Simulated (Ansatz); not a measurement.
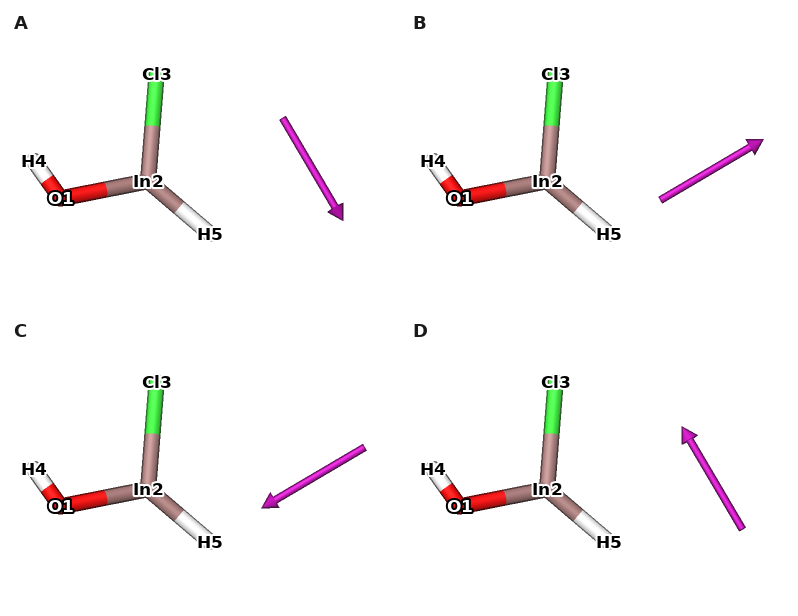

The same molecule four times, each with an arrow. The geometry was computed by an optimisation with PBE0-D4/def2-TZVP. No frequency run is at hand to confirm it as a minimum. Properties computed with RKS PBE0-D4/def2-TZVP, core potentials on In (Ansatz 0.2.0).

### Which arrow points along the dipole moment, from the negative to the positive end?

A. The dipole moment is 1.40 D; it points from the side of Cl3 to the side of H5 (the outermost atoms at the two ends).
